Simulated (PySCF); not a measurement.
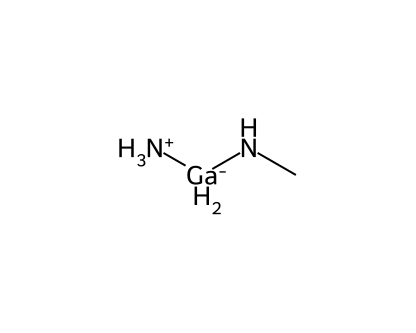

Figure made from data computed with PySCF.

Q: Give its SMILES.

A: C[NH][GaH2-][NH3+]

Q: Give the formula, hydrogens included.

A: CH9GaN2.

Q: An optimisation with PBE0-D3(BJ)/def2-SVP gave a structure of which point group?

A: C1. Other conformers may differ.
